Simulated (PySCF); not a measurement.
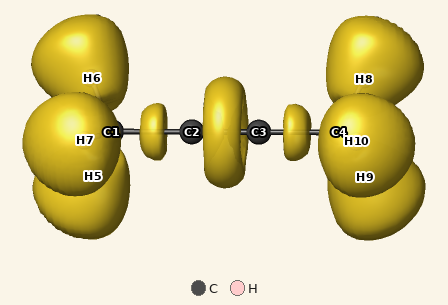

Figure. C$_{4}$H$_{6}$ (SMILES CC#CC). Isosurface of the ELF at 0.8 (yellow), seen across its widest extent. Only the valence region is drawn (cores and ρ < 0.01 e/Å³ removed).

Geometry: PBE0-D3(BJ)/def2-SVP.

Theory: DFT single point, gas phase, functional wB97X in PySCF.

Input file:

```
{"job": {"kind": "sp", "xc": "wB97X", "basis": "ma-def2-TZVP", "d3": "d3bj", "grid": 2}, "charge": 0, "multiplicity": 1}
C      2.046619    -0.101710     0.025287
C      0.603147    -0.029191     0.189900
C     -0.599675     0.031319     0.327016
C     -2.043193     0.103752     0.491626
H      2.502600     0.900796     0.048576
H      2.316351    -0.568238    -0.935485
H      2.510905    -0.697659     0.827015
H     -2.566700    -0.323246    -0.378482
H     -2.380607     1.146227     0.605141
H     -2.372003    -0.451956     1.384131
```

Command:

```sh
OMP_NUM_THREADS=1 python redox_run.py task.json out
```

Question: What do the ELF domains correspond to?

Answer: The ELF exceeds this value in three regions between bonded C–C atoms (shared pairs) and six regions around hydrogen nuclei.

Values along the shortest contacts:
C–C (1.21 Å): the ELF peaks at about 0.85 between the atoms; a multiple bond. C–H (1.10 Å): the ELF climbs to about 1 towards the hydrogen, as it does in any bond to H: a covalent bond by its length.
